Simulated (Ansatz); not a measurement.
**CdSe: pressure series**

Base system: CdSe in the wurtzite structure (space group P6_3mc, No. 186).

```cif
data_Cd2Se2
_chemical_formula_sum 'Cd2 Se2'
_space_group_name_H-M_alt 'P 1'
_space_group_IT_number 1
_cell_length_a 4.38279
_cell_length_b 4.38279
_cell_length_c 7.15437
_cell_angle_alpha 90.000
_cell_angle_beta 90.000
_cell_angle_gamma 120.000
loop_
_space_group_symop_operation_xyz
  'x, y, z'
loop_
_atom_site_label
_atom_site_type_symbol
_atom_site_fract_x
_atom_site_fract_y
_atom_site_fract_z
_atom_site_occupancy
Cd1 Cd 0.33333 0.66667 0.00013 1
Cd2 Cd 0.66667 0.33333 0.50013 1
Se1 Se 0.33333 0.66667 0.37587 1
Se2 Se 0.66667 0.33333 0.87587 1
```

Cell and atoms are relaxed at each pressure.

Method: Ansatz (a first-principles code) PBE, scalar-relativistic without spin-orbit coupling.

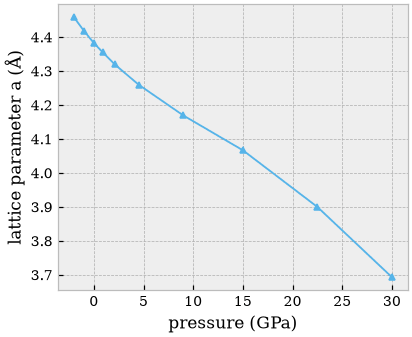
*Lattice parameter a against pressure*

```json
[
 {"pressure (GPa)": "-2", "lattice parameter a": "4.459 Å"},
 {"pressure (GPa)": "-1", "lattice parameter a": "4.419 Å"},
 {"pressure (GPa)": "0.9", "lattice parameter a": "4.355 Å"},
 {"pressure (GPa)": "2.1", "lattice parameter a": "4.320 Å"},
 {"pressure (GPa)": "4.5", "lattice parameter a": "4.260 Å"},
 {"pressure (GPa)": "9", "lattice parameter a": "4.170 Å"},
 {"pressure (GPa)": "15", "lattice parameter a": "4.067 Å"},
 {"pressure (GPa)": "22.5", "lattice parameter a": "3.900 Å"},
 {"pressure (GPa)": "30", "lattice parameter a": "3.693 Å"}
]
```

Load acts through the strain it causes; cell and atoms are relaxed under it. Whether these cells are dynamically stable was not tested. Measured, CdSe leaves this structure (for rock salt) near 2.72 GPa (temperature not stated; as listed in Datta, Sujoy, Jana, Debnarayan, arXiv (2020)), on rising pressure, with hysteresis.
